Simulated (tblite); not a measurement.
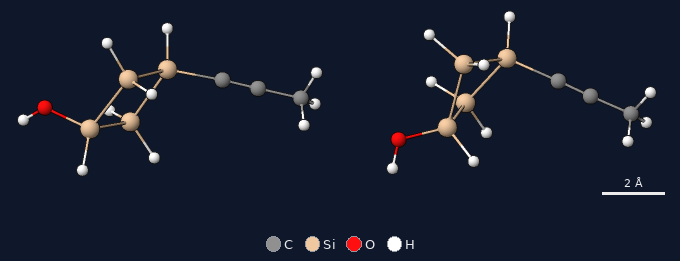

Two geometries of C₃H₁₀OSi₄, drawn at one scale. One is the start of a relaxation, the other its converged end. The picture is a ball-and-stick view, seen at a tilt.

The calculation used GFN2-xTB geometry optimisation, gas phase (tblite). 

Q: Which one is relaxed?

A: The left one is the relaxed one. The energy falls by 0.558 eV in 129 geometry steps. An H atom moves most after the best rigid fit: 2.06 Å. Largest moves by element: H 2.06 Å, O 1.17 Å, Si 0.67 Å, C 0.64 Å. Among the contacts that change: Si–Si 2.280 → 2.369 Å, Si–Si 2.291 → 2.355 Å, C–C 1.472 → 1.447 Å, H–O 0.977 → 0.953 Å. Bond angles that change, for instance: O–Si–Si 114.3° → 103.9°, H–Si–H 113.1° → 102.9°, C–Si–H 112.7° → 102.5°. Groups turn about Si–Si by about 40°, O–Si by about 40°, Si–Si by about 35°.
